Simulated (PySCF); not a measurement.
## Electronic structure of C$_{2}$H$_{8}$O$_{3}$SSi$_{2}$ in real space

```tsv
atom	x (Å)	y (Å)	z (Å)
O	-2.6061	1.0131	-0.6094
C	-2.3089	-0.0911	-0.2027
O	-3.1695	-0.8324	0.5055
C	-0.9738	-0.7006	-0.3358
Si	0.1723	0.4585	0.7026
O	-0.1051	1.9647	0.1812
Si	2.3939	0.2002	0.2003
S	3.0969	-1.5466	1.2560
H	-4.0126	-0.3651	0.6138
H	-0.9844	-1.7304	0.0037
H	-0.6545	-0.6544	-1.3746
H	-0.2608	0.2966	2.0988
H	-0.9785	2.1724	-0.1701
H	2.7560	-0.0362	-1.2041
H	3.2575	1.2849	0.6684
H	4.3701	-1.4245	0.9224
```

Geometry: GFN2-xTB.

These are results of PySCF, PBE0/pcSseg-1, SCF density, gas phase, non-relativistic, not measurements.

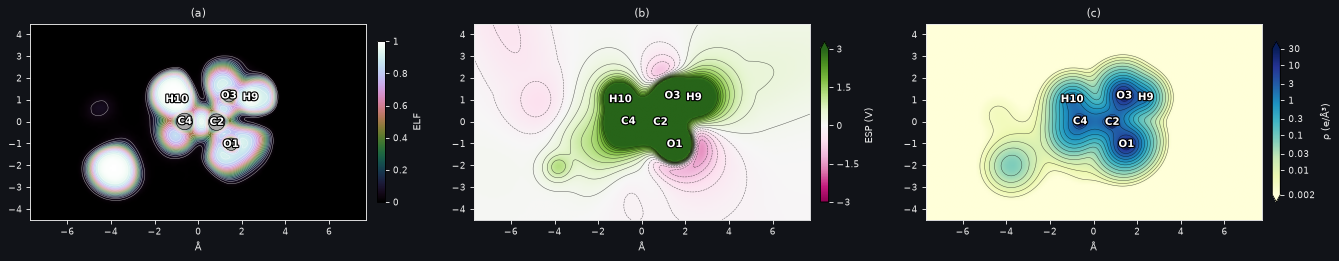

Figure 1. (a) ELF; (b) electrostatic potential; (c) electron density on the plane of atoms C2, O3 and H9. Grey discs cover the atomic cores in the ELF map.

### What does the map show?

The section cuts through O, C and H sites.
C–O (1.21 Å): the density is about 3.3 e/Å³ at the midpoint; the ELF peaks at about 0.85 between the atoms; a multiple bond.
C–C (1.47 Å): the density is about 1.8 e/Å³ at the midpoint; the ELF peaks at about 0.95 between the atoms, as expected for localised, covalent bonding.
O–H (0.97 Å): the density is about 3.7 e/Å³ at the midpoint; the ELF climbs to about 1 towards the hydrogen, as it does in any bond to H: a covalent bond by its length.
The ELF also peaks beside O1 and O3, away from the bonds: lone-pair regions.
Outside the dense part of the molecule the potential is most negative (−1.5 V) near O1.

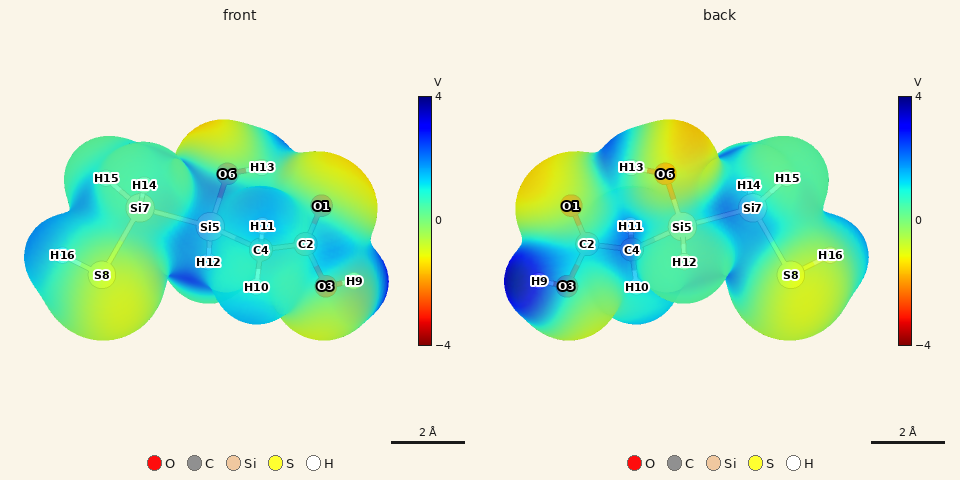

Figure 2. The molecular electrostatic potential painted on the density surface at 0.004 e/bohr³, seen from the front and from behind; red is negative and blue positive.

### Describe the electrostatic potential map.

The most negative region (about −1.5 V) lies over O6, the most positive (about +3.5 V) over H9. O6 is the likeliest acceptor of a hydrogen bond.

### How polar is the molecule by this calculation?

Its dipole moment is 1.32 D.
